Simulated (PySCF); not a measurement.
# OH (doublet): what the fields show

```xyz
2

H     0.0000    0.0000   -0.9134
O     0.0000    0.0000    0.0576
```

The calculation used PBE0/pcseg-2, non-relativistic, at a bond length of 0.971 Å in PySCF.

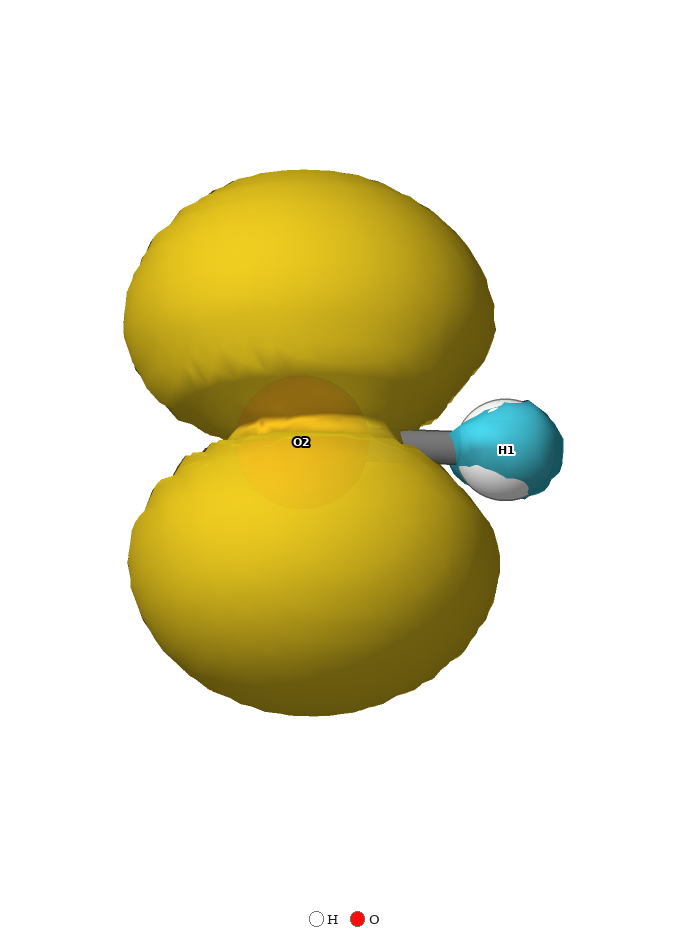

Figure 1. Isosurfaces of the spin density at +0.03 (yellow) and −0.03 e/Å³ (cyan), seen from one side.

> Describe the spin distribution.

The unpaired spin (1 electron) lies mostly on O2 (about 1.0), in electrons by Hirshfeld's partition.

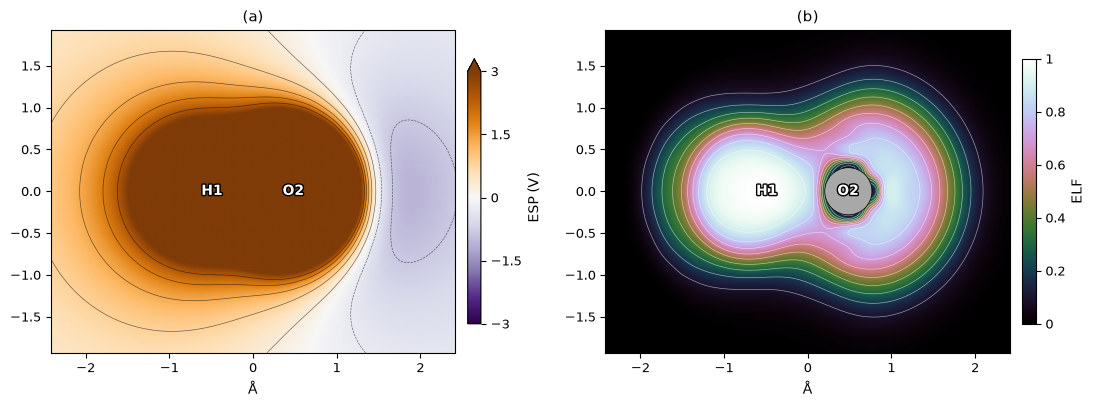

Figure 2. (a) electrostatic potential; (b) electron localisation function on a plane that holds the molecular axis. Grey discs cover the atomic cores in the ELF map.

> Describe what can be read from this map.

The plane passes through H and O nuclei. O–H (0.97 Å): the ELF climbs to about 1 towards the hydrogen, as it does in any bond to H (an ordinary covalent bond to hydrogen). The ELF also peaks beside O2, away from the bonds: non-bonding electrons, paired or unpaired. Outside the dense part of the molecule the potential is most negative (−1.1 V) near O2.

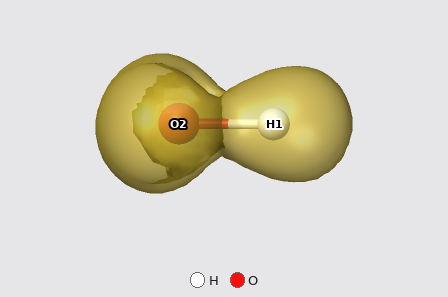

Figure 3. Isosurface of the electron localisation function at 0.8 (yellow), seen from one side. Only the valence region is drawn (cores and ρ < 0.01 e/Å³ removed).

> Identify the bonds, lone pairs and shells in this picture.

The surface consists of one joined region spread over several atoms (H, O), in which their bonds and any lone pairs are merged.

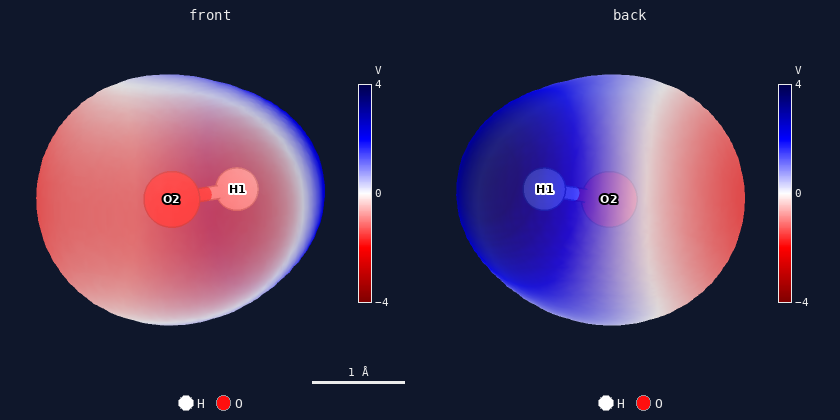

Figure 4. The electrostatic potential painted on the density surface at 0.004 e/bohr³, seen from the front and from behind; red is negative and blue positive.

> Describe the electrostatic potential map.

The most negative region (about −1.3 V) lies over O2, the most positive (about +3.6 V) over H1. O2 is the likeliest acceptor of a hydrogen bond.
